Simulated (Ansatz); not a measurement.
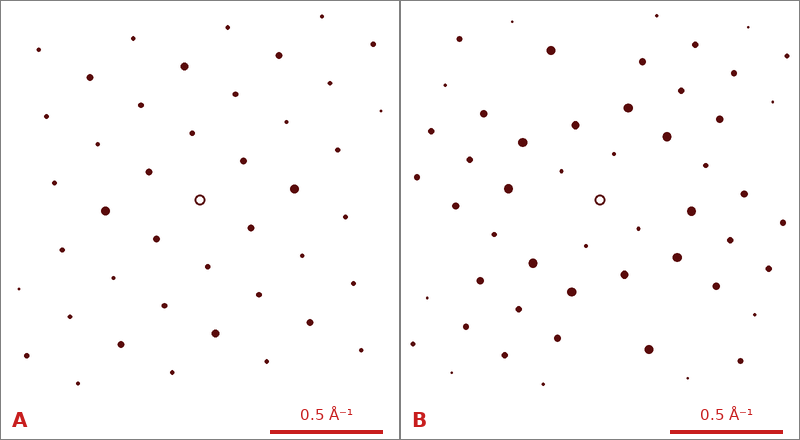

Kinematic electron diffraction patterns (200 kV, B = 0.5 Å², same scale, each along a low-index zone) of two structures of composition Zr2Ta, each relaxed at zero pressure with DFT PBE, scalar-relativistic, plane waves, PAW in Ansatz.

The structures (standard cells):
1. Fd-3m (No. 227), a = 7.991 Å, 24 atoms; generated start, possibly hypothetical
2. Fm-3m (No. 225), a = 6.610 Å, 12 atoms; generated start, possibly hypothetical

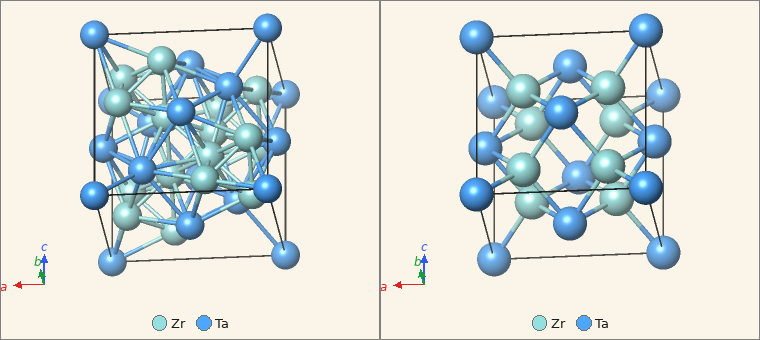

Drawings of the structures 1 to 2, from left to right (each may span several cells).

### Which pattern belongs to which structure, and along which zone?

A is structure 2 along [110] or an equivalent direction: centred rectangular net of -1 1 -1 at d = 3.82 Å and -1 1 1 at d = 3.82 Å, 70.5° apart. B is structure 1 along [110] or an equivalent direction: centred rectangular net of -1 1 -1 at d = 4.61 Å and -1 1 1 at d = 4.61 Å, 70.5° apart (some points of this net are extinct or too weak to see).

### Which structure lies lowest at this level of theory, and by how much?

Structure 1 (Fd-3m, 21.26 Å³ an atom) is the lowest of these; structure 2 (Fm-3m, 24.06 Å³ an atom) lies about 210 meV an atom higher. These are static energies at 0 K; other structures, not shown, may lie lower still.
